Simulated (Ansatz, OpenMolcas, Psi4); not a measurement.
# How methods differ on TaF5 (tantalum pentafluoride)

The species is TaF5 (6 atoms), meant as a singlet with charge 0. SMILES: `F[Ta](F)(F)(F)F`. The coordinates come from a PBE0-D4/def2-TZVP relaxation.

Quantity: the HOMO–LUMO gap, in eV. The values are calculated.

```csv
level,kind,program,value (eV),CPU time
HF/def2-SVP (core potential),Hartree–Fock,Psi4,18.91,21 s
BLYP/def2-SVP (core potential),GGA,Psi4,6.80,24 s
PBE/def2-SVP (core potential),GGA,OpenMolcas,6.80,25 s
revPBE/def2-SVP (core potential),GGA,Ansatz,6.80,5.1 s
r2SCAN/def2-SVP (core potential),meta-GGA,Ansatz,7.38,11 s
CAM-B3LYP/def2-SVP (core potential),range-separated hybrid,Ansatz,12.35,6.4 s
wB97X/def2-SVP (core potential),range-separated hybrid,Ansatz,14.50,21 s
B2PLYP/def2-SVP (core potential),double hybrid,OpenMolcas,12.97,18 s
```

The values span 6.80 to 18.91 eV. Orbital gaps aren't excitation energies, and those of double hybrids come from the SCF part alone; they tend to grow with the share of exact exchange. CPU times are rough (shared hosts, several kinds of processor and program).

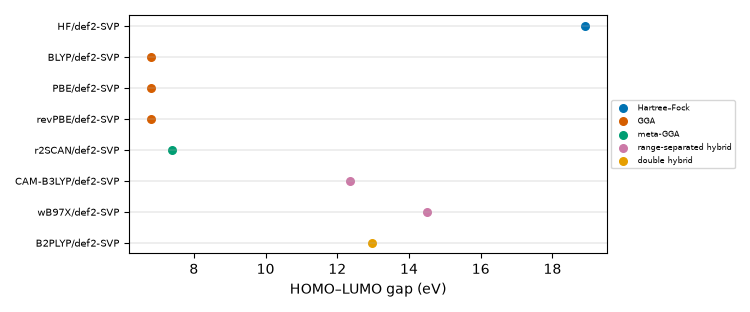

The values of the table, level by level.
